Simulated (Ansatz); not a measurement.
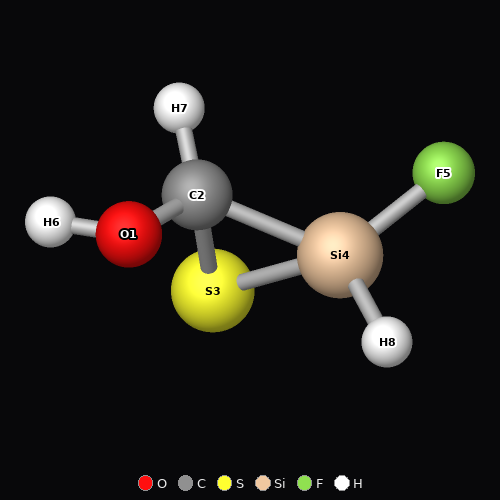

The system is CH3FOSSi, SMILES OC1S[SiH]1F; the picture shows the reference structure. First axis: bond length O1–C2. Second axis: dihedral H6–O1–C2–Si4. Nothing is relaxed (all other coordinates rigid). The grid has 11 × 12 points. Points are written as (first, second). Energies: eV, counted from the lowest grid point. All numbers below come from Ansatz, RKS PBE0-D4/def2-SVP.

Its coordinates:

```
atom    x (Å)    y (Å)    z (Å)
   O   1.3631  -0.2750  -0.9999
   C   0.3636   0.4106  -0.3763
   S   0.4844   0.5795   1.5678
  Si  -0.9428  -0.5117   0.5375
   F  -2.4705   0.0229   0.4976
   H   2.1411   0.2913  -1.0755
   H   0.1451   1.4117  -0.7786
   H  -0.9919  -1.9864   0.5716
```

Range: bond length O1–C2 from 1.145 to 1.772 Å; dihedral H6–O1–C2–Si4 from −180 to 150°.

### What will the energy surface look like?

The lowest grid point is at (1.396 Å, −150°). There is a further well near (1.396 Å, −30°) (0.11 eV above the lowest at that grid point). The highest grid point, (1.145 Å, 90°), lies 2.00 eV above the lowest. On the interpolated surface the easiest way out of the lowest well to the well at about (1.37 Å, −20°) passes a barrier of about 0.16 eV, counted from the interpolated bottom of the well. Round the minimum the two coordinates are nearly uncoupled.

```
dihedral H6–O1–C2–Si4 ↓, bond length O1–C2 →  1.145  1.208  1.270  1.333  1.396  1.459  1.521  1.584  1.647  1.709  1.772
                                         150   1.82   0.89   0.38   0.16   0.14   0.26   0.46   0.73   1.03   1.34   1.66
                                         120   1.97   1.02   0.49   0.25   0.22   0.32   0.52   0.78   1.07   1.37   1.69
                                          90   2.00   1.04   0.51   0.27   0.23   0.33   0.53   0.78   1.07   1.38   1.70
                                          60   1.95   0.99   0.47   0.23   0.20   0.31   0.51   0.77   1.06   1.37   1.69
                                          30   1.85   0.91   0.40   0.17   0.15   0.27   0.48   0.75   1.05   1.37   1.69
                                           0   1.74   0.83   0.33   0.12   0.12   0.24   0.46   0.73   1.04   1.36   1.69
                                         −30   1.73   0.82   0.33   0.12   0.11   0.24   0.45   0.72   1.03   1.34   1.67
                                         −60   1.85   0.91   0.39   0.16   0.14   0.25   0.45   0.71   1.01   1.32   1.65
                                         −90   1.91   0.95   0.42   0.17   0.13   0.24   0.43   0.69   0.99   1.30   1.62
                                        −120   1.74   0.81   0.30   0.08   0.06   0.18   0.39   0.65   0.96   1.27   1.60
                                        −150   1.58   0.68   0.20   0.00   0.00   0.14   0.35   0.63   0.94   1.27   1.60
                                        −180   1.64   0.73   0.24   0.04   0.04   0.17   0.39   0.67   0.98   1.29   1.62
```

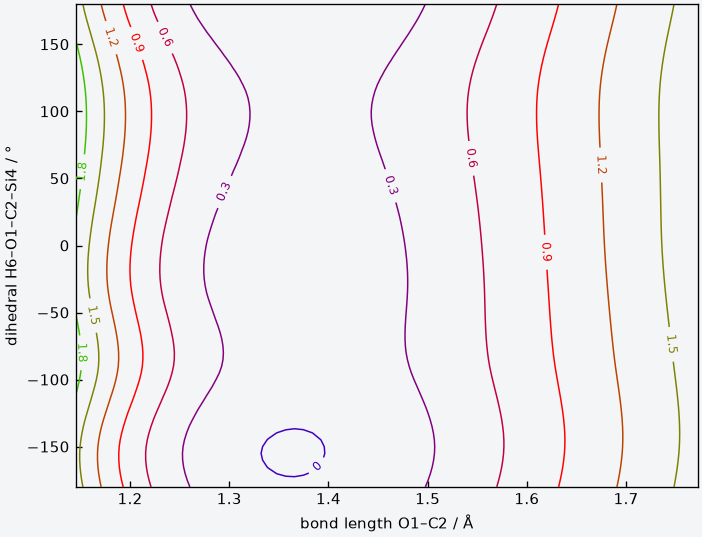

Drawn: contour lines labelled in eV. Between grid points the surface is interpolated.

Each point was launched as `ansatz run input.yaml --threads 1 --pin off --max-ram 2560MiB --backend cpu --events-out ev --progress --plain --runs-dir out`. Time for the 132 points that were run: 11 min on 1 thread of Arm Neoverse V1 (shared host).
